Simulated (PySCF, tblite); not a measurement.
**C₂H₄O₃, a complex of two parts: NMR shifts, interaction energy, infrared bands, spin-spin couplings and core binding energies, part 1 of 3**

What NMR shifts, interaction energy, infrared bands, spin-spin couplings and core binding energies should one expect for `O=C=O` with `CO`?

Computed with tblite 0.8.0 and PySCF 2.14.0; each step states its level. No surroundings beyond the atoms listed, unless a continuum is named. Atoms count from 0, parts from 1.

## 1. The system as given

9 atoms, charge 0, multiplicity 1; geometry: rigid parts in contact. Parts: 1 = atoms 0–2, `O=C=O`, charge 0; 2 = atoms 3–8, `CO`, charge 0.

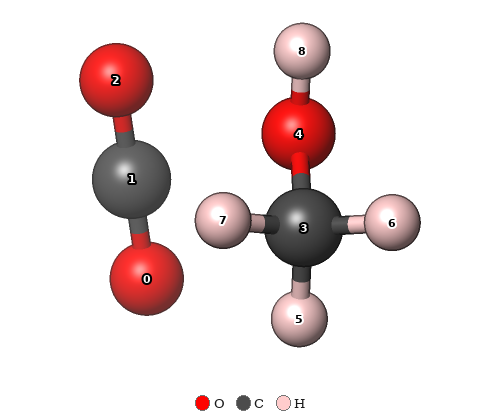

The starting geometry (oxygen red, carbon dark grey, hydrogen pink), atoms numbered.

## 2. Bringing the parts together with GFN2-xTB

What the job is given:

```
{"job": {"kind": "dock", "xc": "GFN2-xTB", "basis": "xTB"}, "charge": 0, "multiplicity": 1, "parts": [{"atoms": "0-2", "charge": 0, "multiplicity": 1}, {"atoms": "3-8", "charge": 0, "multiplicity": 1}]}
O     -1.113275     0.261745     0.003656
C     -0.000001     0.000002    -0.000000
O      1.113276    -0.261747    -0.003656
C     -0.072554    -2.666916    -2.706078
O      0.730903    -1.560104    -2.378334
H     -1.099408    -2.380114    -2.486426
H      0.004775    -2.923982    -3.768349
H      0.186169    -3.546947    -2.107041
H      1.651598    -1.775955    -2.559326
```

Level: GFN2-xTB search for minima from random contacts, gas phase.

Started as:

```
$ OMP_NUM_THREADS=1 python cluster_run.py task.json out
```

The driver reads the jobs from task.json and runs them one after another.

The log of the run:

```text
step      E/eV     max force
  0    -504.42753    0.272
  1    -504.42783    0.640
  2    -504.43031    0.154
  3    -504.43126    0.110
  4    -504.43173    0.144
  5    -504.43380    0.230
  6    -504.43681    0.277
  7    -504.44164    0.222
  8    -504.44591    0.241
  9    -504.44803    0.186
 10    -504.44901    0.090
 11    -504.44938    0.085
 12    -504.45008    0.149
 13    -504.45057    0.241
 14    -504.45129    0.124
 15    -504.45193    0.082
 16    -504.45277    0.150
 17    -504.45381    0.212
 18    -504.45554    0.241
 19    -504.45701    0.182
 20    -504.45812    0.109
 21    -504.45882    0.091
 22    -504.45938    0.142
 23    -504.45975    0.160
 24    -504.46023    0.134
 25    -504.46063    0.069
 26    -504.46104    0.076
 27    -504.46134    0.116
 28    -504.46170    0.105
 29    -504.46195    0.051
 30    -504.46225    0.058
 31    -504.46266    0.139
 32    -504.46341    0.219
 33    -504.46450    0.291
 34    -504.46587    0.217
 35    -504.46738    0.141
 36    -504.46883    0.148
 37    -504.46959    0.121
 38    -504.46991    0.076
 39    -504.47003    0.021
 40    -504.47005    0.013

distinct minima (kcal/mol above the one taken): 0.00 0.82 1.96
by PBE0-D3(BJ)/def2-SVP single points: 0.00 1.46 3.95
binding energy -2.737 kcal/mol
```

Wall time 6.2 s (1 thread of Arm Neoverse V1, shared host).

Relaxation path: (not every step is listed)

```
step  energy from step 0 (eV)  largest force (eV/Å)
   0                   0.0000                0.2720
   1                  -0.0003                0.6398
   2                  -0.0028                0.1543
   3                  -0.0037                0.1100
   4                  -0.0042                0.1444
   5                  -0.0063                0.2302
   6                  -0.0093                0.2767
   7                  -0.0141                0.2214
   8                  -0.0184                0.2410
  10                  -0.0215                0.0900
  12                  -0.0226                0.1493
  14                  -0.0238                0.1247
  16                  -0.0252                0.1501
  18                  -0.0280                0.2409
  20                  -0.0306                0.1092
  22                  -0.0319                0.1414
  24                  -0.0327                0.1338
  26                  -0.0335                0.0758
  28                  -0.0342                0.1054
  30                  -0.0347                0.0577
  32                  -0.0359                0.2191
  34                  -0.0383                0.2175
  35                  -0.0399                0.1409
  36                  -0.0413                0.1477
  37                  -0.0421                0.1212
  38                  -0.0424                0.0766
  39                  -0.0425                0.0205
  40                  -0.0425                0.0128
```

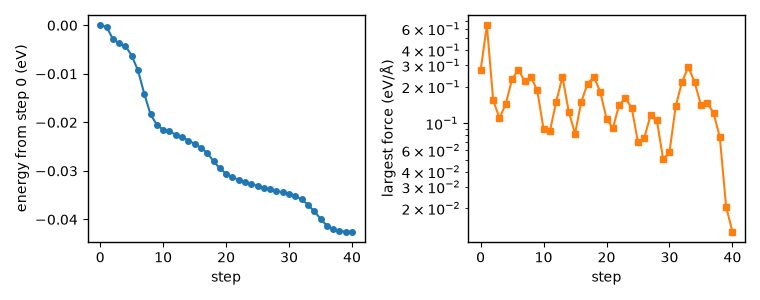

Energy and force, step by step.

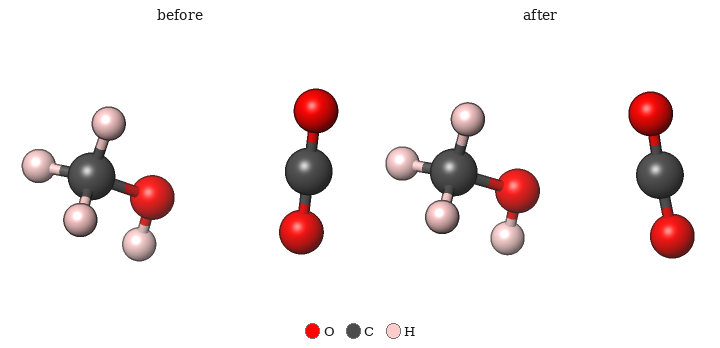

Before and after, at one scale.

Distances of close pairs at the start and the end, largest changes first:

```
 bond  before (Å)  after (Å)  change (Å)
C3–O4       1.406      1.409      +0.002
C1–O2       1.144      1.145      +0.001
C3–H6       1.096      1.095      -0.001
C3–H7       1.096      1.095      -0.001
O4–H8       0.963      0.963      +0.001
C3–H5       1.089      1.088      -0.000
O0–C1       1.144      1.143      -0.000
```

Contacts between the parts in the structure taken on (a selection, picked against the atoms' radii; other short pairs can be missing):

```
  atoms  distance (Å)  kind (by distance and angle)  angle (°)
C1···O4          2.64  inside the van der Waals sum          –
```

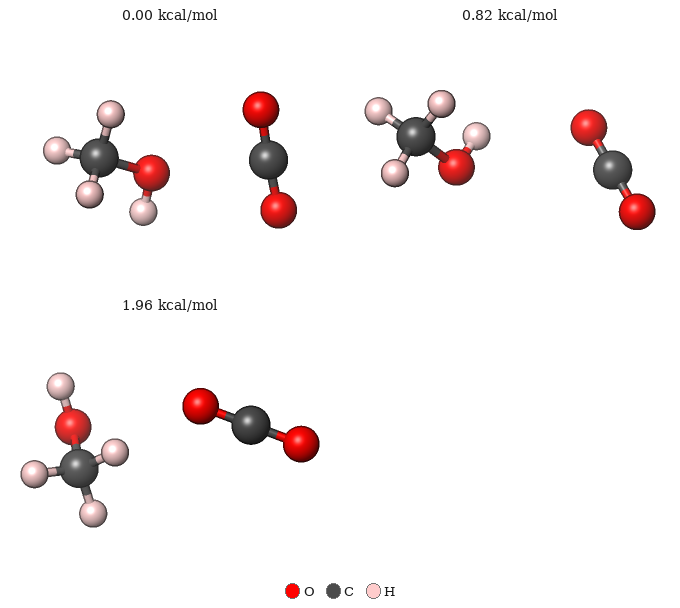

The minima found from 6 starts, with xTB energies counted from the lowest.

## 3. Optimising the geometry at PBE0-D3(BJ)/def2-SVPD

What the job is given:

```
{"job": {"xc": "PBE0", "basis": "def2-SVPD", "d3": "d3bj", "grid": 2, "kind": "geom", "shake": 0.01}, "charge": 0, "multiplicity": 1, "parts": [{"atoms": "0-2", "charge": 0, "multiplicity": 1}, {"atoms": "3-8", "charge": 0, "multiplicity": 1}]}
O     -0.990396    -0.042748    -0.341568
C      0.100911    -0.105164    -0.120284
O      1.194826    -0.160077     0.153702
C     -0.082564    -2.632339    -2.675045
O      0.625210    -1.506058    -2.303884
H     -1.163974    -2.393297    -2.479498
H      0.017440    -2.861356    -3.735382
H      0.182083    -3.509026    -2.089513
H      1.562195    -1.667100    -2.422630
```

The log of the run:

```text
step   0  E = -303.76994718  max force = 0.112588
step   1  E = -303.77844483  max force = 0.008577
step   2  E = -303.77856775  max force = 0.001837
step   3  E = -303.77860014  max force = 0.000982
step   4  E = -303.77870703  max force = 0.005055
step   5  E = -303.77878906  max force = 0.005903
step   6  E = -303.77886846  max force = 0.004645
step   7  E = -303.77891375  max force = 0.001706
step   8  E = -303.77893921  max force = 0.001088
step   9  E = -303.77894680  max force = 0.001171
step  10  E = -303.77895333  max force = 0.000500
step  11  E = -303.77895876  max force = 0.000362
optimisation converged
```

Wall time 88 s (1 thread of Arm Neoverse V1, shared host); peak memory 0.58 GiB.

Relaxation path:

```
step  energy from step 0 (eV)  largest force component (eV/Å)
   0                   0.0000                          5.7895
   1                  -0.2312                          0.4410
   2                  -0.2346                          0.0945
   3                  -0.2355                          0.0505
   4                  -0.2384                          0.2599
   5                  -0.2406                          0.3035
   6                  -0.2428                          0.2389
   7                  -0.2440                          0.0877
   8                  -0.2447                          0.0559
   9                  -0.2449                          0.0602
  10                  -0.2451                          0.0257
  11                  -0.2452                          0.0186
```

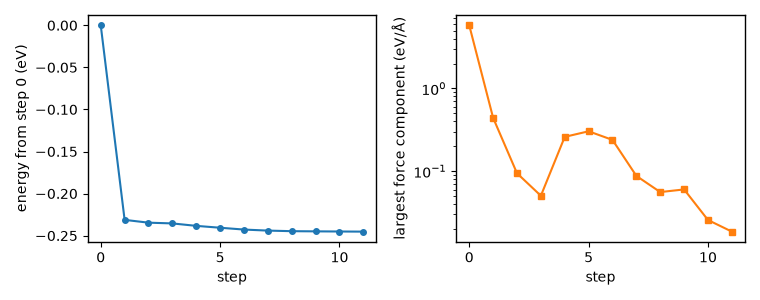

Energy and largest force along the relaxation.

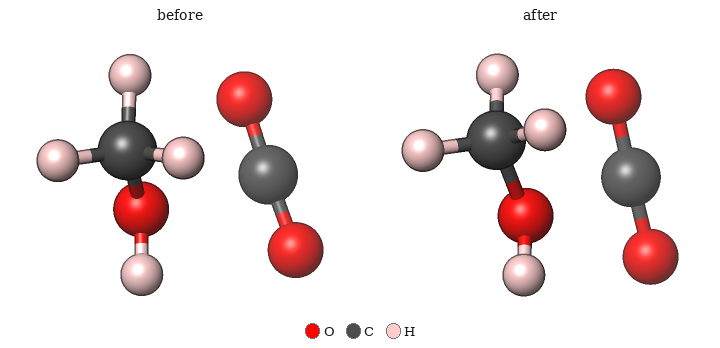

The geometry before (left) and after (right).

Distances of close pairs at the start and the end, largest changes first:

```
 bond  before (Å)  after (Å)  change (Å)
O0–C1       1.115      1.160      +0.045
C1–O2       1.129      1.160      +0.030
C3–H5       1.125      1.097      -0.027
C3–O4       1.381      1.408      +0.027
C3–H7       1.087      1.103      +0.016
C3–H6       1.089      1.103      +0.014
O4–H8       0.958      0.959      +0.001
```

The final coordinates are the input of the step that follows.

```
                         at the end point                value
  point group (found at 0.08 Å tolerance)                   C1
rotational constants (GHz, main isotopes)  9.480, 2.543, 2.037
                        dipole moment (D)                 2.08
```

Contacts at the end point (a selection, picked against the atoms' radii; other short pairs can be missing):

```
  atoms  distance (Å)  kind (by distance and angle)  angle (°)
C1···O4          2.72  inside the van der Waals sum          –
```

Against the parts relaxed at this level the binding energy is -3.88 kcal/mol, without counterpoise.

## 4. NMR shieldings: PBE0/pcSseg-2

What the job is given:

```
{"job": {"kind": "nmr", "xc": "PBE0", "basis": "pcSseg-2"}, "charge": 0, "multiplicity": 1, "parts": [{"atoms": "0-2", "charge": 0, "multiplicity": 1}, {"atoms": "3-8", "charge": 0, "multiplicity": 1}]}
O     -0.966704    -0.240789    -0.355622
C      0.155515    -0.014566    -0.165409
O      1.262823     0.243396     0.062242
C     -0.191405    -2.645311    -2.641111
O      0.799886    -1.785711    -2.130203
H     -1.160980    -2.178376    -2.427020
H     -0.103692    -2.778081    -3.732491
H     -0.171615    -3.636393    -2.157300
H      1.671988    -2.138277    -2.318526
```

Level: GIAO PBE0/pcSseg-2 NMR shielding, non-relativistic, gas phase.

The log of the run:

```text
coarse grid: 7912 points
cycle   1  E = -303.9352297279  dE =  6.932e-01  |g| = 1.013e+00  |ddm| = 2.028e+00
cycle   2  E = -303.6465788948  dE =  2.887e-01  |g| = 1.657e+00  |ddm| = 1.130e+00
cycle   3  E = -304.1149397583  dE = -4.684e-01  |g| = 6.566e-02  |ddm| = 7.330e-01
cycle   4  E = -304.1154214785  dE = -4.817e-04  |g| = 4.510e-02  |ddm| = 5.705e-02
cycle   5  E = -304.1157683590  dE = -3.469e-04  |g| = 1.015e-02  |ddm| = 2.338e-02
cycle   6  E = -304.1157842994  dE = -1.594e-05  |g| = 3.100e-03  |ddm| = 5.301e-03
cycle   7  E = -304.1157857366  dE = -1.437e-06  |g| = 1.522e-03  |ddm| = 1.726e-03
final grid: 77528 points
cycle   8  E = -304.1083196185  dE = -5.215e-05  |g| = 1.174e-02  |ddm| = 2.926e-02
cycle   9  E = -304.1082795652  dE =  4.005e-05  |g| = 1.928e-02  |ddm| = 1.171e-02
cycle  10  E = -304.1083426379  dE = -6.307e-05  |g| = 2.631e-03  |ddm| = 7.665e-03
cycle  11  E = -304.1083438855  dE = -1.248e-06  |g| = 6.050e-04  |ddm| = 1.162e-03
cycle  12  E = -304.1083439434  dE = -5.785e-08  |g| = 2.105e-04  |ddm| = 3.161e-04
cycle  13  E = -304.1083439519  dE = -8.479e-09  |g| = 4.298e-05  |ddm| = 1.035e-04
cycle  14  E = -304.1083439521  dE = -2.635e-10  |g| = 1.585e-05  |ddm| = 2.493e-05
converged SCF energy = -304.1083439521

GIAO shielding tensors (ppm)
atom      isotropic    diamagn.    paramagn.     s11        s22        s33       span
  0 O      209.079     394.405    -185.326    109.132    115.065    403.041    293.909
  1 C       51.058     267.463    -216.405    -67.404    -63.715    284.291    351.695
  2 O      207.202     394.367    -187.166    104.633    112.504    404.467    299.834
  3 C      130.026     231.725    -101.699    100.234    107.210    182.636     82.402
  4 O      323.618     394.372     -70.754    285.045    295.795    390.015    104.970
  5 H       27.688      28.057      -0.369     24.010     26.936     32.119      8.109
  6 H       27.724      24.948       2.777     23.791     25.628     33.754      9.963
  7 H       27.747      26.508       1.239     23.951     25.588     33.701      9.749
  8 H       31.395      32.365      -0.970     21.510     28.423     44.253     22.743

== part 1 alone, relaxed ==
coarse grid: 3264 points
cycle   1  E = -188.3429482428  dE =  6.334e-01  |g| = 8.455e-01  |ddm| = 1.477e+00
cycle   2  E = -188.1060946401  dE =  2.369e-01  |g| = 1.464e+00  |ddm| = 8.972e-01
cycle   3  E = -188.4687255608  dE = -3.626e-01  |g| = 2.590e-02  |ddm| = 6.034e-01
cycle   4  E = -188.4688240681  dE = -9.851e-05  |g| = 1.108e-02  |ddm| = 2.344e-02
cycle   5  E = -188.4688480527  dE = -2.398e-05  |g| = 1.886e-03  |ddm| = 8.354e-03
cycle   6  E = -188.4688485372  dE = -4.845e-07  |g| = 1.904e-04  |ddm| = 6.862e-04
final grid: 33624 points
cycle   7  E = -188.4643867164  dE = -9.801e-06  |g| = 9.378e-03  |ddm| = 2.292e-02
cycle   8  E = -188.4643603773  dE =  2.634e-05  |g| = 1.572e-02  |ddm| = 8.990e-03
cycle   9  E = -188.4644010439  dE = -4.067e-05  |g| = 2.632e-04  |ddm| = 5.885e-03
cycle  10  E = -188.4644010561  dE = -1.216e-08  |g| = 4.767e-05  |ddm| = 1.745e-04
cycle  11  E = -188.4644010564  dE = -2.707e-10  |g| = 3.182e-05  |ddm| = 4.210e-05
cycle  12  E = -188.4644010565  dE = -1.733e-10  |g| = 7.821e-06  |ddm| = 1.419e-05
converged SCF energy = -188.4644010565

GIAO shielding tensors (ppm)
atom      isotropic    diamagn.    paramagn.     s11        s22        s33       span
  0 O      212.681     392.324    -179.643    111.787    111.789    414.468    302.681
  1 C       51.477     266.407    -214.930    -65.560    -65.560    285.550    351.110
  2 O      212.681     392.324    -179.644    111.787    111.788    414.468    302.681

== part 2 alone, relaxed ==
coarse grid: 4656 points
cycle   1  E = -115.5792730107  dE =  5.985e-02  |g| = 5.916e-01  |ddm| = 1.403e+00
cycle   2  E = -115.5018806587  dE =  7.739e-02  |g| = 8.860e-01  |ddm| = 7.477e-01
cycle   3  E = -115.6423578036  dE = -1.405e-01  |g| = 4.733e-02  |ddm| = 4.658e-01
cycle   4  E = -115.6427073631  dE = -3.496e-04  |g| = 1.726e-02  |ddm| = 2.507e-02
cycle   5  E = -115.6427707898  dE = -6.343e-05  |g| = 5.026e-03  |ddm| = 1.154e-02
cycle   6  E = -115.6427760987  dE = -5.309e-06  |g| = 3.274e-04  |ddm| = 2.536e-03
final grid: 43904 points
cycle   7  E = -115.6398048340  dE = -4.217e-05  |g| = 6.414e-03  |ddm| = 1.446e-02
cycle   8  E = -115.6397996356  dE =  5.198e-06  |g| = 8.380e-03  |ddm| = 6.079e-03
cycle   9  E = -115.6398128121  dE = -1.318e-05  |g| = 7.709e-04  |ddm| = 3.517e-03
cycle  10  E = -115.6398129182  dE = -1.061e-07  |g| = 2.002e-04  |ddm| = 4.823e-04
cycle  11  E = -115.6398129262  dE = -7.984e-09  |g| = 1.803e-05  |ddm| = 1.033e-04
cycle  12  E = -115.6398129263  dE = -4.806e-11  |g| = 2.143e-06  |ddm| = 1.061e-05
converged SCF energy = -115.6398129263

GIAO shielding tensors (ppm)
atom      isotropic    diamagn.    paramagn.     s11        s22        s33       span
  0 C      129.936     238.574    -108.639     99.876    107.746    182.185     82.309
  1 O      328.354     382.676     -54.322    286.797    303.344    394.921    108.124
  2 H       27.857      28.468      -0.612     24.882     25.890     32.798      7.916
  3 H       27.719      29.128      -1.409     23.946     25.920     33.291      9.345
  4 H       27.719      29.121      -1.402     23.946     25.920     33.291      9.345
  5 H       31.774      31.250       0.524     22.402     28.534     44.387     21.985
```

Wall time 29 s (1 thread of Arm Neoverse V1, shared host); peak memory 0.81 GiB.

No reference compound was run at this level, so shieldings alone are listed.

```
atoms                        environment  σ (ppm)
   C1               carbon bonded to 2 O     51.1
   C3            carbon bonded to O, 3 H    130.0
   H5   hydrogen on a carbon bonded to O    27.69
   H6   hydrogen on a carbon bonded to O    27.72
   H7   hydrogen on a carbon bonded to O    27.75
   H8  hydrogen on an oxygen bonded to C    31.39
   O2                 oxygen bonded to C    207.2
   O0                 oxygen bonded to C    209.1
   O4              oxygen bonded to C, H    323.6
```

The run also stored atomic charges by several schemes (e):

```
atoms  Mulliken    IAO  Hirshfeld  ESP fit
   O0     -0.28  -0.37      -0.17    -0.36
   C1      0.55   0.72       0.32     0.71
   O2     -0.27  -0.36      -0.18    -0.38
   C3      0.16  -0.21      -0.05    -0.03
   O4     -0.45  -0.57      -0.22    -0.54
```

IAO charges:

```
atom  value (e)
  O0      -0.37
  C1       0.72
  O2      -0.36
  C3      -0.21
  O4      -0.57
  H5       0.16
  H6       0.13
  H7       0.13
  H8       0.37
```

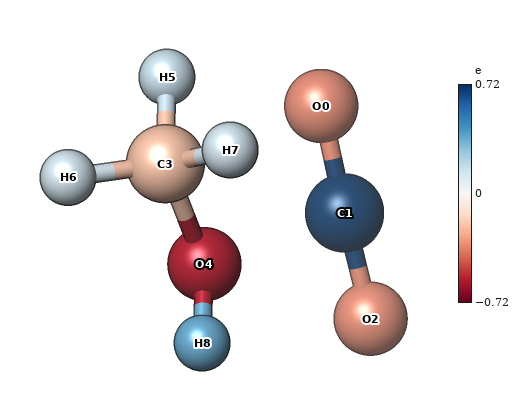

IAO charges, as colours on the atoms.

Mayer bond orders: O0–C1 2.08, C1–O2 2.10, C3–O4 0.91.

What binding changes (parts relaxed alone, same level, their own basis):

```
atom  σ alone (ppm)  σ in the cluster  shift on binding (ppm)
  O2         212.68            207.20                   +5.48
  O4         328.35            323.62                   +4.74
  O0         212.68            209.08                   +3.60
  C1          51.48             51.06                   +0.42
  C3         129.94            130.03                   -0.09
  H8          31.77             31.39                   +0.38
  H5          27.86             27.69                   +0.17
  H7          27.72             27.75                   -0.03
  H6          27.72             27.72                   -0.01
```

(Continued in part 2 of 3.)
